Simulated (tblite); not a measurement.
C$_{2}$H$_{8}$BN: molecular dynamics (part 2 of 2)

C$_{2}$H$_{8}$BN, SMILES C=C[BH2-][NH3+]; GFN2-xTB Langevin dynamics, gas phase (tblite 0.8.0). 

Geometry of the input (Å):
```
C  2.0776  -0.1708  0.0457
C  0.8162  -0.2158  0.4438
B  -0.4637  -0.4765  -0.4748
N  -1.6055  0.6028  0.0743
H  2.3377  -0.2894  -0.9946
H  2.9125  -0.0293  0.7197
H  0.6441  -0.0968  1.5162
H  -0.9420  -1.5553  -0.2910
H  -0.3068  -0.2198  -1.6258
H  -2.4749  0.4671  -0.4283
H  -1.2533  1.5412  -0.0773
H  -1.7408  0.4418  1.0663
```

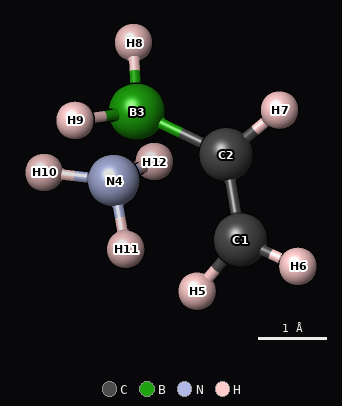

*The geometry at step 30 of the log (ball-and-stick view, seen at a tilt; atoms are numbered from 1 in the order of the input).*

**Trajectory as extended XYZ, continued**
```
12
Properties=species:S:1:pos:R:3:forces:R:3 step=21 time_fs=525.0 energy=-338.85331 temperature=404.0
C     0.9182    1.4487    0.4110    0.9245  -0.8159   0.4769
C     0.8059    0.1875    0.8075    1.5709   0.1036   0.6958
B    -0.1951   -0.9377    0.4065   -1.0616  -1.3620   0.3858
N    -0.8583   -0.6764   -1.1719   -0.0990   0.7787   0.2178
H     0.1844    1.7870   -0.2504   -0.7417   1.0867  -0.9543
H     1.7723    2.0854    0.6551   -0.6282  -0.0700   0.0089
H     1.6079   -0.1404    1.5169   -0.6717   0.1234  -0.4973
H    -1.1475   -0.9997    1.2231    0.5910   0.1010  -0.9070
H     0.3518   -2.0328    0.3343   -0.2894   0.5829  -0.0869
H    -1.8483   -0.9568   -1.2575    0.7283   0.4063   0.2589
H    -0.3403   -1.1191   -1.9243    0.1469  -0.2056   0.2589
H    -0.7076    0.3433   -1.2838   -0.4700  -0.7291   0.1424
12
Properties=species:S:1:pos:R:3:forces:R:3 step=22 time_fs=550.0 energy=-338.66719 temperature=495.0
C     0.9004    1.4508    0.4072   -0.8693  -1.8661  -0.4889
C     0.7491    0.1894    0.7914    0.5056  -0.9180   0.0633
B    -0.2140   -1.0675    0.3867   -0.4934   1.3700   0.4300
N    -0.7933   -0.5809   -1.1538   -0.4085  -2.8362   0.4192
H     0.3968    1.8041   -0.4457   -0.6689   1.0517  -0.6654
H     1.6033    2.0284    0.8955    1.0695   1.3495   0.4094
H     1.5271   -0.0334    1.5054   -0.2255  -0.5523   0.7563
H    -1.2317   -1.0213    1.0840    0.6238  -0.1760  -0.3410
H     0.3366   -2.1295    0.4144   -0.1979   0.3116  -0.3969
H    -1.7343   -0.9532   -1.3167    0.1356   0.9112   0.4123
H    -0.2523   -1.1015   -1.8191    0.7402   0.2535  -0.3348
H    -0.6146    0.3851   -1.1158   -0.2111   1.1011  -0.2634
12
Properties=species:S:1:pos:R:3:forces:R:3 step=23 time_fs=575.0 energy=-338.63865 temperature=463.4
C     0.8133    1.3557    0.3184   -0.3910  -1.2206  -0.2241
C     0.7914    0.1778    0.9509   -2.2793   0.1665  -2.2837
B    -0.2087   -1.0167    0.3289    0.7600   0.5522   0.8689
N    -0.7424   -0.5440   -1.1451    0.2729  -0.0885   0.3728
H     0.3921    1.5281   -0.6918    0.4493   0.2396   0.7826
H     1.2357    2.1656    0.8226    0.7234   1.3642   0.0822
H     1.2390    0.1827    1.9012    0.3477  -0.4655   0.9413
H    -1.1969   -1.2129    0.9946    0.4305   0.0820  -0.0295
H     0.4472   -1.9510    0.0768    0.0970  -0.7832   0.1685
H    -1.5407   -1.1202   -1.3863   -0.3858   0.7765   0.1756
H    -0.0086   -0.8896   -1.7270    0.6226   0.2657  -0.5454
H    -0.7482    0.4894   -1.1068   -0.6474  -0.8888  -0.3090
12
Properties=species:S:1:pos:R:3:forces:R:3 step=24 time_fs=600.0 energy=-338.42744 temperature=378.8
C     0.8457    1.3343    0.3003    1.1254   2.4752  -1.2238
C     0.6414    0.2176    0.9415    0.5949  -0.4195   1.5414
B    -0.0583   -1.0750    0.4637   -0.2012  -0.0825  -1.2184
N    -0.7839   -0.5169   -1.2455    0.5466  -1.2645   1.3851
H     0.3629    1.5821   -0.7352    1.2319  -0.1937   1.9636
H     1.6348    2.0703    0.7394   -1.7931  -0.7370  -1.0842
H     1.1112    0.1770    1.9664   -0.3146  -0.1949  -1.0384
H    -1.0038   -1.3558    1.0655   -0.6375  -0.3299   0.1797
H     0.6986   -1.9479    0.2120   -0.0919  -0.0275  -0.1057
H    -1.3187   -1.2979   -1.6018    0.1453   0.3778  -0.0335
H    -0.0314   -0.1659   -1.8087   -0.0787  -0.0870  -0.1021
H    -1.2681    0.1553   -0.6983   -0.5270   0.4835  -0.2636
12
Properties=species:S:1:pos:R:3:forces:R:3 step=25 time_fs=625.0 energy=-338.61273 temperature=436.5
C     0.9505    1.4113    0.3949    0.7997   2.2490  -1.8496
C     0.5999    0.2875    0.9168   -0.5569  -2.7743   0.5035
B    -0.1414   -1.0267    0.2057    1.0671  -0.7525   3.2435
N    -0.7914   -0.6570   -1.0924   -0.8282   1.3455  -1.9591
H     0.7895    1.6501   -0.6757   -0.1485   0.0099   0.4307
H     1.5097    2.2085    0.8884   -0.2135  -0.2684   0.0323
H     0.9333    0.1364    1.9353   -0.2499  -0.1395   0.2352
H    -0.9695   -1.4506    0.9582   -0.0336  -0.1057   0.1644
H     0.6787   -1.9201   -0.0385   -0.2370   0.5957   0.1464
H    -0.7579   -1.4568   -1.6978   -0.0005  -0.1706  -0.4283
H    -0.0108   -0.0116   -1.2638   -0.9160   0.1396  -0.8255
H    -1.7579   -0.2529   -1.1484    1.3173  -0.1289   0.3064
12
Properties=species:S:1:pos:R:3:forces:R:3 step=26 time_fs=650.0 energy=-338.33886 temperature=275.0
C     0.9966    1.4312    0.3895   -0.9449  -3.0978   0.0356
C     0.5937    0.2728    0.9248   -0.3544  -0.1781  -1.1063
B    -0.0254   -1.0956    0.3901    0.1529   0.1664  -0.7604
N    -0.8388   -0.6025   -1.2445    0.1830  -1.1091  -0.7611
H     1.1758    1.5674   -0.6236   -0.1065   0.3136  -1.5622
H     1.1546    2.1919    1.0317    0.9774   2.4483   1.5913
H     0.6451    0.2439    1.9743   -0.2036   0.1314   1.4370
H    -1.0373   -1.5080    0.8916    0.3306   0.3661   0.1581
H     0.7879   -1.9834    0.2862   -0.3441   0.4122  -0.4598
H    -0.8885   -1.4476   -1.8679    0.5318   1.2360   0.5321
H    -0.7120    0.2849   -1.7515    0.7349  -0.7224   0.2018
H    -1.7685   -0.5153   -0.9089   -0.9572   0.0333   0.6938
12
Properties=species:S:1:pos:R:3:forces:R:3 step=27 time_fs=675.0 energy=-338.59718 temperature=375.9
C     0.9857    1.3774    0.3726   -0.5199  -1.4524   0.9684
C     0.5540    0.2623    1.0173   -0.0653   1.5885  -2.0536
B    -0.0285   -1.0032    0.2023   -0.0493  -0.9998   1.4868
N    -0.8436   -0.6454   -1.1406   -3.5796   1.4708   1.5482
H     1.0119    1.4521   -0.7138    0.0272   0.0404   0.2398
H     1.3660    2.2246    0.9117    0.1058   0.2431  -0.0445
H     0.5519    0.2747    2.0931    0.1264  -0.0592   0.1063
H    -0.6792   -1.6930    0.9767    0.0750   0.1925  -0.6475
H     0.8537   -1.5930   -0.3100    0.4978  -0.4352   0.1510
H    -0.9014   -1.3756   -1.7871    0.4586  -1.0588  -1.1050
H    -0.3137    0.1447   -1.3128    1.7584   1.4810  -1.2083
H    -1.8221   -0.2007   -1.1248    1.1649  -1.0109   0.5584
12
Properties=species:S:1:pos:R:3:forces:R:3 step=28 time_fs=700.0 energy=-338.28856 temperature=258.0
C     0.9957    1.3496    0.3521    1.4065   1.4199   0.6627
C     0.4407    0.2947    0.9228    1.4212  -1.3109   1.5512
B     0.0298   -1.1061    0.2549   -1.8366   0.8442   0.0907
N    -0.8015   -0.5503   -1.1052   -0.4506  -0.6643  -0.9769
H     0.8904    1.5918   -0.7271    0.2386  -0.1694   0.8400
H     1.7230    2.0767    0.9470   -1.8644  -1.1005  -1.2304
H     0.6297    0.1075    2.0353   -0.0878   0.7359  -1.2875
H    -0.8542   -1.6764    0.9094    0.5999   0.1973  -0.4595
H     0.8956   -1.8239   -0.0998    0.1787   0.1988   0.0137
H    -0.9523   -1.4355   -1.6599    0.7751   1.7474  -0.0206
H    -0.5189    0.3863   -1.5063    0.5255  -1.9045  -0.0199
H    -1.7327   -0.3090   -0.8422   -0.9061   0.0061   0.8367
12
Properties=species:S:1:pos:R:3:forces:R:3 step=29 time_fs=725.0 energy=-338.50675 temperature=551.4
C     1.0032    1.3076    0.3735    0.6018  -0.4291  -1.1892
C     0.6140    0.2013    0.9808   -2.0549  -0.4925   1.1556
B    -0.0572   -1.0712    0.2504    0.9759  -1.1516  -1.1904
N    -0.8517   -0.4889   -1.1364   -2.3007   1.4567   1.9127
H     1.4475    1.1586   -0.6434   -0.6488   0.6696   0.6030
H     0.9821    2.3070    0.7752    0.5897  -0.0502   0.1895
H     0.2995    0.2418    2.0490    0.3314   0.4121  -0.5864
H    -0.8655   -1.7548    0.7864    0.0046   0.4262   0.4469
H     0.7539   -1.8027   -0.2883   -0.0657   0.1800   0.2220
H    -0.9276   -1.0891   -1.9148    0.3148  -0.6955  -0.8678
H    -0.3042    0.3350   -1.2308    0.8550   0.6069  -0.6822
H    -1.8285   -0.0912   -0.9538    1.3969  -0.9325  -0.0137
12
Properties=species:S:1:pos:R:3:forces:R:3 step=30 time_fs=750.0 energy=-338.68230 temperature=455.7
C     1.0829    1.2509    0.3882   -0.9221  -0.7237  -0.6352
C     0.4594    0.2291    0.9408    0.2844   0.0327   0.3600
B     0.0416   -1.0946    0.2491   -0.4447  -0.4568  -1.7326
N    -0.8881   -0.4425   -1.1087    2.1147  -0.8884  -2.3244
H     1.1082    1.3869   -0.6608    0.4379  -0.2463  -1.0616
H     1.4503    2.0765    0.8802    0.5764   1.5486   1.2972
H     0.3261    0.2821    1.9907    0.1757  -0.0168   1.0913
H    -0.8125   -1.7955    0.6673    0.0723   0.0084   0.5543
H     0.9838   -1.7291   -0.2071   -0.5362   0.4150   0.1072
H    -0.9560   -1.2208   -1.8334   -0.1917   1.3775   1.2611
H    -0.4395    0.3912   -1.5692   -0.3136  -1.1341   0.6697
H    -1.7512   -0.1436   -0.7483   -1.2530   0.0839   0.4130
12
Properties=species:S:1:pos:R:3:forces:R:3 step=31 time_fs=775.0 energy=-338.54575 temperature=383.2
C     1.0539    1.3291    0.4215    1.2193   0.1603   0.3003
C     0.4441    0.2975    1.0169    0.5664   0.0452  -2.3408
B    -0.0214   -1.0870    0.1232   -0.6453   0.9910   2.4933
N    -0.8613   -0.5707   -1.1196    0.8050   1.6290   0.2427
H     1.2470    1.4069   -0.6435   -0.2466  -0.3143  -0.2258
H     1.7075    2.1049    0.9125   -1.2935  -0.5931   0.0065
H     0.3837    0.4230    2.0635   -0.1766  -0.5423   0.9734
H    -0.6818   -1.7856    0.8610   -0.0793   0.1348  -0.4277
H     0.8417   -1.6805   -0.3401    1.1706  -0.3619  -0.2190
H    -0.7361   -1.2145   -1.8591   -0.9427  -1.0504  -0.6275
H    -0.2467    0.1916   -1.4389   -0.5517   0.2350   0.4361
H    -1.7703   -0.2284   -0.8136    0.1744  -0.3333  -0.6115
12
Properties=species:S:1:pos:R:3:forces:R:3 step=32 time_fs=800.0 energy=-338.69533 temperature=363.8
C     1.0949    1.3665    0.4316    0.2371   0.7238  -1.0782
C     0.4899    0.2705    0.8691    0.3920   1.0904   1.2754
B    -0.0157   -1.0775    0.2353   -0.0944   0.2307   0.3477
N    -0.9007   -0.5996   -1.1329    0.6145  -0.4257   0.8389
H     1.4606    1.5454   -0.6078   -0.5146  -0.4336   0.6281
H     1.2475    2.2726    1.0318    0.0930  -0.5985   0.0103
H     0.3143    0.3393    1.9552   -0.1281  -0.0704  -0.2884
H    -0.7554   -1.5663    1.0698    0.1149  -0.2076  -0.7992
H     0.8970   -1.7313   -0.1187   -0.0088  -0.4048  -0.1707
H    -0.5827   -1.2425   -1.8454   -1.0434  -0.3262   0.0980
H    -0.5474    0.2918   -1.4092    0.1237   0.8382   0.0900
H    -1.8259   -0.5331   -0.7149    0.2141  -0.4164  -0.9518
12
Properties=species:S:1:pos:R:3:forces:R:3 step=34 time_fs=850.0 energy=-338.73756 temperature=381.5
C     0.9405    1.3680    0.3468    0.8148   0.5580  -0.2535
C     0.4714    0.3043    0.9685    0.3491  -0.0207  -0.1627
B     0.1132   -1.0667    0.2266    0.6338   0.4127  -0.8926
N    -0.8737   -0.6126   -1.0688   -0.4666  -0.2158  -0.2324
H     1.0321    1.3408   -0.7135    0.0655   0.1254  -0.8517
H     1.4451    2.2559    0.7561   -0.7264  -0.4415   0.2316
H     0.4688    0.4091    2.0244   -0.1404  -0.3572   0.9540
H    -0.5876   -1.7921    0.7665   -0.2831  -0.7952   0.8205
H     1.1405   -1.5996   -0.3269   -1.0647   0.5451   0.6742
H    -0.3858   -1.1344   -1.7596    0.1756  -0.4575  -0.7948
H    -0.7601    0.3624   -1.2876    0.0043   0.4938   0.1506
H    -1.8707   -0.8718   -1.0930    0.6383   0.1529   0.3567
12
Properties=species:S:1:pos:R:3:forces:R:3 step=35 time_fs=875.0 energy=-338.71445 temperature=421.7
C     0.8770    1.3879    0.4455   -0.0776   0.7136  -1.1399
C     0.4751    0.2434    0.9595   -0.1842   0.4509  -0.3734
B     0.1589   -1.0792    0.2009   -0.3754  -0.6489  -0.9668
N    -0.7848   -0.5997   -1.1349   -1.0859   0.0673  -2.0251
H     1.1230    1.5083   -0.6246    0.1105  -0.0167   0.6394
H     0.8497    2.3001    1.0273    0.3338   0.0664  -0.1465
H     0.1718    0.3817    1.9585   -0.1855  -0.4481   1.3448
H    -0.5564   -1.8212    0.7624   -0.1558  -0.2261   0.3379
H     1.0134   -1.6133   -0.3745    0.8538  -0.3134   0.0533
H    -0.7250   -0.9525   -2.1531    0.5833   0.3743   1.9370
H    -0.6601    0.4160   -1.1683   -0.0218  -0.2468   0.0474
H    -1.7614   -0.8059   -0.9166    0.2049   0.2274   0.2919
12
Properties=species:S:1:pos:R:3:forces:R:3 step=36 time_fs=900.0 energy=-338.65167 temperature=465.5
C     0.7988    1.4482    0.5199   -0.8657  -1.4394  -0.0470
C     0.4379    0.2357    0.9593    0.2674   0.7504   1.9098
B     0.2360   -1.1137    0.1002   -1.7723   1.2444   1.4305
N    -0.7832   -0.5876   -1.1346   -1.3191  -1.3981   0.0494
H     0.8607    1.5856   -0.5366    0.3403   0.4472  -0.5124
H     0.8871    2.3042    1.1489    0.1842   0.3223   0.1492
H     0.3507    0.2282    2.1033    0.0486  -0.4100  -1.4396
H    -0.2136   -2.0460    0.7017   -0.5374   0.3414  -0.1193
H     1.1769   -1.4409   -0.3710    2.2055  -0.5349  -1.3805
H    -0.5518   -1.2080   -1.8778    0.8027  -0.2867  -0.9166
H    -0.7365    0.3678   -1.4188    0.5345   0.7252   0.0465
H    -1.7811   -0.8116   -1.0547    0.1111   0.2382   0.8299
12
Properties=species:S:1:pos:R:3:forces:R:3 step=37 time_fs=925.0 energy=-338.42576 temperature=400.1
C     0.6415    1.4692    0.6304    0.7640   0.0434  -0.6508
C     0.4206    0.2474    1.0388   -0.2846  -1.5186   0.3094
B     0.3523   -1.0302   -0.0467    0.7186  -0.3268   1.9551
N    -0.7656   -0.6834   -1.1970    0.0093   0.1202  -0.7296
H     0.8176    1.6162   -0.4093   -0.1495   0.4460  -0.8223
H     0.9946    2.2599    1.2294   -0.2009   0.8981   0.7395
H     0.4069    0.1180    2.1485   -0.1271  -0.3066  -0.9653
H    -0.0079   -2.0020    0.5530   -0.2949  -0.0725  -0.2416
H     1.5474   -1.2562   -0.3714   -1.2854   0.4698  -0.4936
H    -0.9573   -1.3521   -1.9676    1.3908   0.6240   0.0699
H    -0.4793    0.2824   -1.4218   -0.1758  -0.7956  -0.4340
H    -1.7217   -0.6484   -0.8901   -0.3646   0.4185   1.2634
12
Properties=species:S:1:pos:R:3:forces:R:3 step=38 time_fs=950.0 energy=-338.53974 temperature=579.7
C     0.4999    1.4504    0.7183   -0.2931   0.9550  -1.6168
C     0.4432    0.1635    0.9857    0.3114   0.3100  -1.1821
B     0.4943   -1.0059   -0.0422    1.2083  -0.1925  -1.5242
N    -0.7520   -0.6264   -1.2227    0.1769   1.4911   2.1981
H     0.6098    1.8710   -0.3037   -0.2815  -0.2779   0.7087
H     0.3150    2.1541    1.4973    0.3589   0.6382   0.2200
H     0.4972    0.0742    2.0060   -0.3507  -1.2152   2.3858
H     0.2311   -2.1243    0.2758   -0.1094   0.2391   0.2187
H     1.6167   -0.9781   -0.6822   -1.3451  -0.0775   0.4860
H    -0.7517   -1.4958   -1.6444    0.0985  -1.3605  -1.7174
H    -0.5943    0.2574   -1.6987    0.2016  -0.6312  -0.2423
H    -1.6006   -0.5483   -0.6721    0.0242   0.1213   0.0655
12
Properties=species:S:1:pos:R:3:forces:R:3 step=39 time_fs=975.0 energy=-338.23957 temperature=547.6
C     0.2745    1.4657    0.8282    0.2241  -0.8653   0.1161
C     0.4760    0.1452    0.9748    0.4361   0.7874   0.2790
B     0.5739   -1.0042   -0.1778    0.3557  -0.3441  -0.7153
N    -0.6458   -0.6175   -1.2005   -1.4276  -0.3213   1.6309
H     0.2251    1.8542   -0.1641   -0.1587   0.6108  -0.5279
H     0.2123    2.2224    1.6290    0.0174  -0.7304  -0.4572
H     0.5844   -0.1100    2.0260    0.0248  -0.5464  -0.0865
H     0.5548   -2.1440    0.1019   -0.8650  -0.3462   1.0286
H     1.2829   -1.1120   -1.1107    2.0520   1.0166   0.2219
H    -0.7893   -1.2862   -1.9523    0.2091   0.7889  -0.1163
H    -0.3719    0.3504   -1.2714   -0.2361  -0.0754  -1.0491
H    -1.4031   -0.6544   -0.5316   -0.6319   0.0255  -0.3240
12
Properties=species:S:1:pos:R:3:forces:R:3 step=40 time_fs=1000.0 energy=-338.47490 temperature=556.4
C     0.0585    1.3010    0.9137   -0.0702   1.7638  -0.1385
C     0.5587    0.0881    0.9456   -0.1841   0.7871   2.9365
B     0.7031   -0.8622   -0.1852   -0.4442  -2.6459  -1.9164
N    -0.6465   -0.5314   -1.2667    1.3429   0.3312   0.8252
H    -0.3014    1.7159   -0.0387    0.1977   0.1237   0.4224
H     0.1158    2.0539    1.7250   -0.3724  -0.7833  -0.4348
H     0.7935   -0.2881    1.9572    0.3898   0.2755  -0.4151
H     0.4130   -2.0052    0.0451   -0.0458  -0.1216   0.4326
H     1.7538   -0.9241   -0.7030    0.2342   0.5702  -0.5380
H    -0.4328   -1.2933   -1.9089   -0.6705   0.8975   0.0334
H    -0.5434    0.4713   -1.4853   -0.2085  -1.1797  -0.3588
H    -1.3015   -0.6966   -0.5083   -0.1689  -0.0185  -0.8485
```

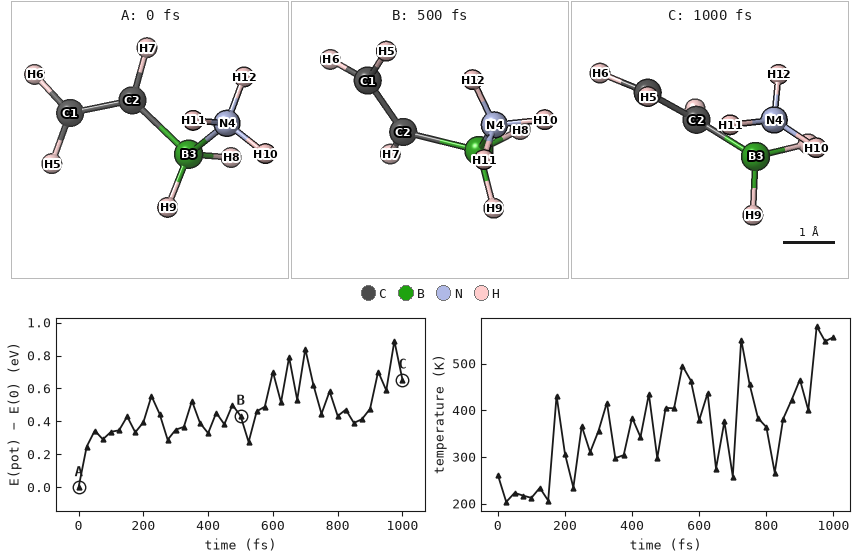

*Frames of the molecular dynamics (ball-and-stick, seen at a tilt) above the curves, on which the letters mark them.*

The trajectory kept here has 41 frames over 1000 fs. The temperature starts at 262 K, ranges from 204 to 580 K and averages 422 K over the second half. The potential energy ends 0.653 eV above its first value. After an unweighted best fit of the last frame on the first, the root-mean-square displacement is 0.99 Å, and H5 has moved furthest (2.08 Å).

**Summary**

- outcome: finished
- mean temperature over the second half: 422 K
- trajectory: 41 frames kept, 1000 fs
- hardware: 1 CPU thread, shared host
- wall time: 13 s
- peak memory: 0.19 GiB
